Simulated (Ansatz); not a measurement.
# ClFGeH3O: the cost of one run

Method: UKS B3LYP/def2-SVP, in Ansatz 0.2.0.

## (1) The structure to begin with

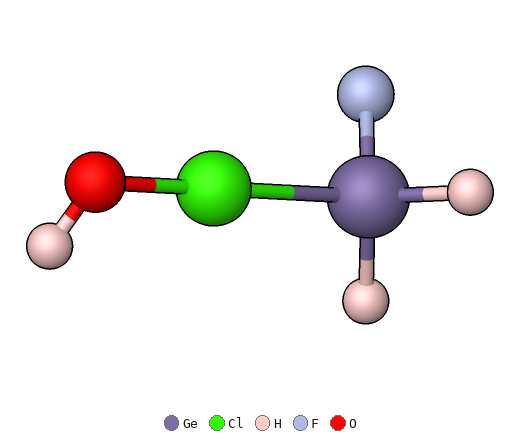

The starting structure, seen from a chosen angle (germanium purple, chlorine green, hydrogen pink, fluorine light blue, oxygen red).

Coordinates:

```xyz
7

Ge    0.0000    0.0000    0.0000
Cl    0.0000    0.0000    2.4700
H     1.4616    0.0000   -0.5162
F    -0.7913    1.3709   -0.5594
H    -0.7300   -1.2648   -0.5162
O     0.0000    0.0000    4.3600
H    -0.5144   -0.8011    4.6971
```

## (2) A restrained relaxation towards end A

Springs on the bonds that form and break draw the guess towards this end; the thresholds are loose.

Contents of input.yaml:

```yaml
crystal:
  periodic: [false, false, false]
  atoms:
    - { symbol: Ge, position_ang: [0.0, 0.0, 0.0] }
    - { symbol: Cl, position_ang: [0.0, 0.0, 2.47] }
    - { symbol: H, position_ang: [1.4616, 0.0, -0.5162] }
    - { symbol: F, position_ang: [-0.7913, 1.3709, -0.5594] }
    - { symbol: H, position_ang: [-0.73, -1.2648, -0.5162] }
    - { symbol: O, position_ang: [0.0, 0.0, 4.36] }
    - { symbol: H, position_ang: [-0.5144, -0.8011, 4.6971] }
magnetization:
  spin_polarized: true
  initial_magnetization: 1
basis:
  gaussian: { orbitals: def2-SVP }
hamiltonian:
  xc: b3lyp
relax:
  f_tol: 0.15
  max_steps: 25
  restrain:
    - { distance: [1, 5], at: 2.79, k: 30.0 }
    - { distance: [0, 1], at: 2.22, k: 30.0 }
```

Launch:

```
$ ansatz run input.yaml --threads 4 --pin off --max-ram 5120MiB --backend cpu --events-out ev --progress --plain --runs-dir out
```

**Question.** How long does this run take on 4 threads of Arm Neoverse V1, shared host, and how much memory does it need?

About 33 s, with a peak of 0.33 GiB.
